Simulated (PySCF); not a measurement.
Excited-state calculation, with input and output: CH$_{5}$Ga

- system: CH$_{5}$Ga
- method: TDDFT PBE0/def2-SVPD, vertical, gas phase, core orbitals frozen in the response (PySCF 2.14.0)

The geometry comes from this level: GFN2-xTB, MD frame at 425 fs, 600 K. It belongs to a series of runs on one base structure; here: MD frame at 425 fs, 600 K.

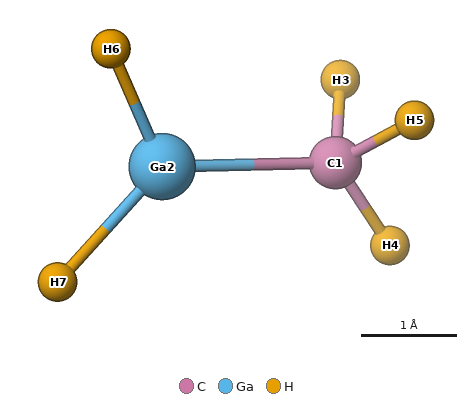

*The structure (ball-and-stick view, seen at a tilt; atoms are numbered from 1 in the order of the input). Sticks mark near contacts.*

Input:
```
{"job": {"kind": "uv", "xc": "PBE0", "basis": "def2-SVPD", "nstates": 5, "ntriplets": 0}, "charge": 0, "multiplicity": 1}
C     -2.237300     0.188200     0.011700
Ga    -0.459400    -0.527200     0.573500
H     -2.935000     0.128300     0.891200
H     -2.798100    -0.050200    -0.938100
H     -2.394600     1.281000    -0.004600
H      0.146000    -0.018200     1.818400
H      0.586700    -1.604700    -0.121800
```

The first line tells a small driver script what to run in PySCF; the rest is the geometry in Å.

Machine: 1 CPU thread, shared host.

Run as:
```bash
OMP_NUM_THREADS=1 python <driver script> task.json out
```

Output:
```
coarse grid: 24960 points
cycle   1  E = -1965.2992395041  dE = -6.494e-01  |g| = 5.265e-01  |ddm| = 2.735e+00
cycle   2  E = -1965.2734857166  dE =  2.575e-02  |g| = 6.670e-01  |ddm| = 1.027e+00
cycle   3  E = -1965.3432180000  dE = -6.973e-02  |g| = 1.877e-02  |ddm| = 6.105e-01
cycle   4  E = -1965.3433425684  dE = -1.246e-04  |g| = 1.037e-02  |ddm| = 4.385e-02
cycle   5  E = -1965.3433683086  dE = -2.574e-05  |g| = 2.939e-03  |ddm| = 1.256e-02
cycle   6  E = -1965.3433704456  dE = -2.137e-06  |g| = 1.722e-04  |ddm| = 3.081e-03
final grid: 51360 points
cycle   7  E = -1965.3433700941  dE = -1.210e-08  |g| = 1.503e-04  |ddm| = 1.132e-03
cycle   8  E = -1965.3433700949  dE = -8.063e-10  |g| = 1.784e-04  |ddm| = 4.064e-04
cycle   9  E = -1965.3433700997  dE = -4.760e-09  |g| = 2.226e-05  |ddm| = 1.767e-04
cycle  10  E = -1965.3433700998  dE = -1.119e-10  |g| = 1.040e-06  |ddm| = 2.502e-05
```

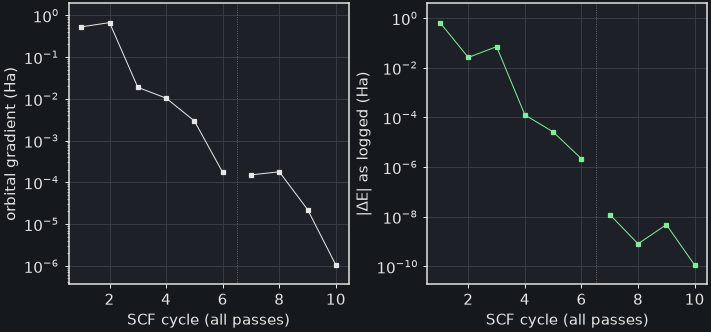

*Convergence of the self-consistent field: orbital gradient and size of the energy change against the SCF cycle. The dotted line marks the change from a coarse to the final integration grid.*

The first 6 cycles use a coarse grid, the final grid takes over at cycle 7, and the field converges after 10 cycles in all.

```
converged SCF energy = -1965.3433700998

Static polarisability (au): isotropic 45.802, principal 36.017 44.517 56.873

Singlet excitations
state   eV       nm        f      main configurations
  1   5.0691    244.6   0.00154   H->L 1.00
  2   5.6602    219.0   0.00238   H-1->L 0.99
  3   7.2933    170.0   0.00846   H->L+1 0.97
  4   7.4827    165.7   0.00609   H-2->L 0.87
  5   7.6362    162.4   0.15176   H->L+2 0.96
```

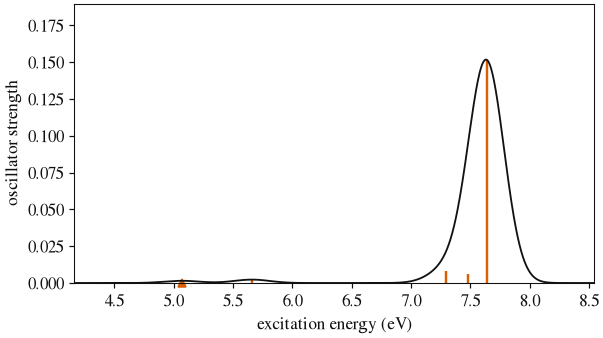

*Computed excitations as sticks (degenerate states added up, dark ones marked on the axis), with a Gaussian envelope of 0.35 eV full width at half maximum, scaled to the tallest.*

Of the 5 states the lowest lies at 5.07 eV (f = 0.002); the strongest line is at 7.64 eV, or 162 nm (f = 0.152).

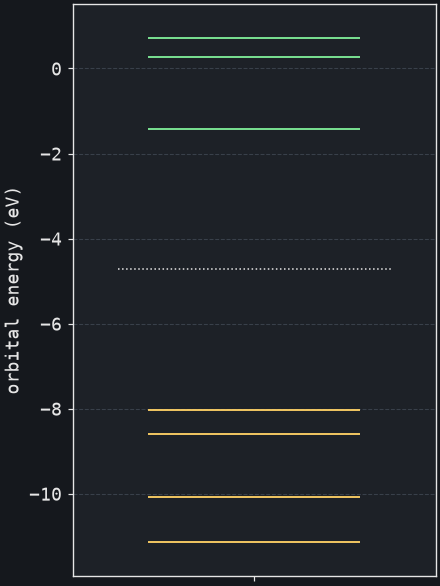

*Orbital energies near the frontier; the dotted line parts filled from empty levels, and levels within 0.02 eV of each other stand side by side.*

Highest filled −8.03 eV, lowest empty −1.42 eV, 6.61 eV apart.

Results in brief:

```json
{"quantity": "outcome", "value": "converged"}
{"quantity": "total energy", "value": "−1965.343370 hartree"}
{"quantity": "HOMO", "value": "−8.03 eV"}
{"quantity": "LUMO", "value": "−1.42 eV"}
{"quantity": "dipole moment", "value": "1.00 D"}
{"quantity": "mean polarisability", "value": "45.80 a.u."}
{"quantity": "lowest excitation", "value": "5.07 eV"}
{"quantity": "wall time", "value": "6.4 s"}
{"quantity": "peak memory", "value": "0.41 GiB"}
```

Remarks:

Spin–orbit coupling is left out, which matters for the heavy atoms.
